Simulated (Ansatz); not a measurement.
# Sc5AlN6: what the fields show

```yaml
crystal:
  lattice:
    - [3.14712, 0.00000, 0.00000]
    - [-1.57356, 2.72549, 0.00000]
    - [0.00000, 0.00000, 15.36178]
  atoms:
    - { symbol: Sc, position: [0.33333, 0.66667, 0.82948] }
    - { symbol: Sc, position: [0.66667, 0.33333, 0.65874] }
    - { symbol: Sc, position: [0.33333, 0.66667, 0.34126] }
    - { symbol: Sc, position: [0.66667, 0.33333, 0.17052] }
    - { symbol: Sc, position: [0.00000, 0.00000, 0.00000] }
    - { symbol: Al, position: [0.00000, 0.00000, 0.50000] }
    - { symbol: N, position: [0.00000, 0.00000, 0.74416] }
    - { symbol: N, position: [0.33333, 0.66667, 0.57368] }
    - { symbol: N, position: [0.66667, 0.33333, 0.42632] }
    - { symbol: N, position: [0.00000, 0.00000, 0.25584] }
    - { symbol: N, position: [0.33333, 0.66667, 0.08527] }
    - { symbol: N, position: [0.66667, 0.33333, 0.91473] }
```

Space group P-3m1; a structure generated by program, which may or may not match a known phase; computed pressure about −11 GPa in this cell.

Method: Ansatz, DFT LDA, scalar-relativistic, plane waves, PAW.

The density is the valence pseudo-density of a PAW calculation; it isn't the true density close to the nuclei.

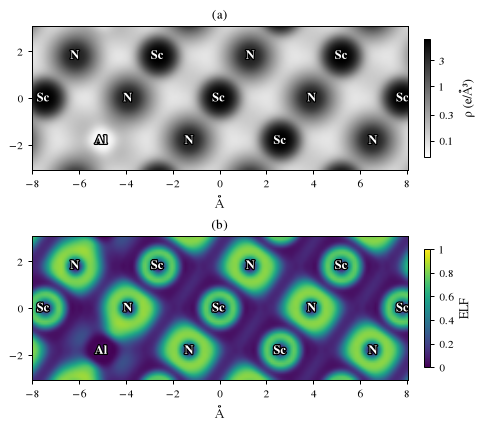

Figure 1. (a) valence charge density (pseudo); (b) electron localisation function on the (110) plane of the conventional cell.

Question: Describe what can be read from this map.

Answer: The plane passes through Sc, Al and N nuclei. Al–N (2.14 Å): ρ is about 0.44 e/Å³ halfway; the ELF peaks at about 0.85 in the valence shell of N, 0.7 Å from its nucleus, and is about 0.80 at the midpoint. Sc–N (2.24 Å): the density is about 0.41 e/Å³ at the midpoint; the ELF peaks at about 0.80 in the valence shell of N, 0.7 Å from its nucleus, and is about 0.20 at the midpoint (no shared electron pair shows on this line). Between the atoms the lowest density in this plane is 0.08 e/Å³. The features right at Sc lie inside the PAW spheres, where the map follows smoothed inner orbitals and isn't to be read closely.

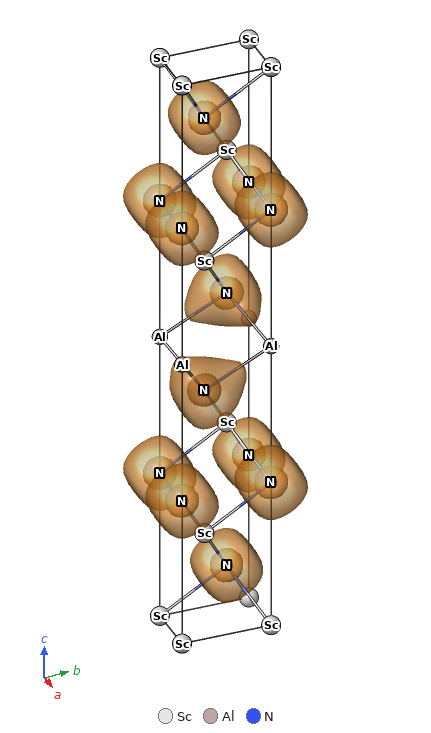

Figure 2. Isosurface of the ELF at 0.7 (orange), seen slightly off an axis. Core shells and regions of very low density are left out. Sticks mark near contacts.

Question: Where are the electrons localised?

Answer: The ELF exceeds this value in two regions on N in which the atom's valence shell and bonds are merged and four regions wrapped around N (the valence shell of each), counted in one cell of 12 atoms. Any copies at cell faces, edges or corners count once.
